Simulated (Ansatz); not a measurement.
# Work function of Al(111) against the slab's thickness (PBEsol, PAW set soft_1)

How thick must a slab of Al(111) be for a steady work function?

All values are computed: Ansatz 0.2.0, PBEsol, plane waves, PAW set soft_1, scalar-relativistic unless marked; slabs or sheets with vacuum, the vacuum level from the planar mean of the electrostatic potential. 1×1 cells on a fixed bulk lattice, outer layers relaxed.

| layers | thickness (Å) | work function (eV) |
| --- | --- | --- |
| 4 | 7 | 4.09 |
| 5 | 9.3 | 4.17 |
| 6 | 11.6 | 4.14 |
| 7 | 13.9 | 4.09 |
| 8 | ? | ? |
| 10 | 20.8 | 4.09 |

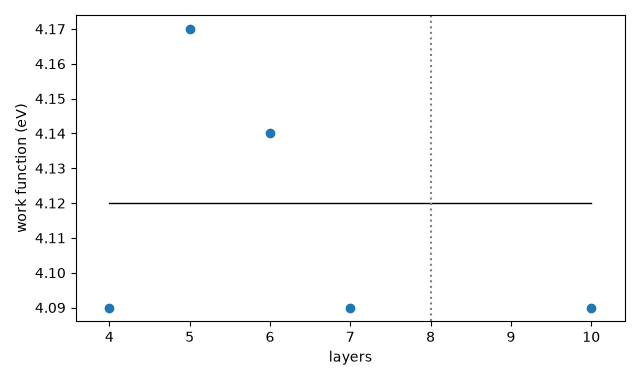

The shown rows (points), the fit (line) and the place of the withheld row (dotted).

**Fit.** The shown values lie within 0.05 eV of their mean, 4.12 eV, with no steady drift. The mean serves as the estimate. Confinement across the slab splits the bands into subbands, and the work function moves a little each time one crosses the Fermi level.

**The withheld row.** The prediction is the mean = 4.12 eV. The run gave thickness 16.2 Å, work function 4.14 eV. The miss in work function is +0.02 eV, within the scatter of the fitted rows.

The k-mesh adds scatter of its own.
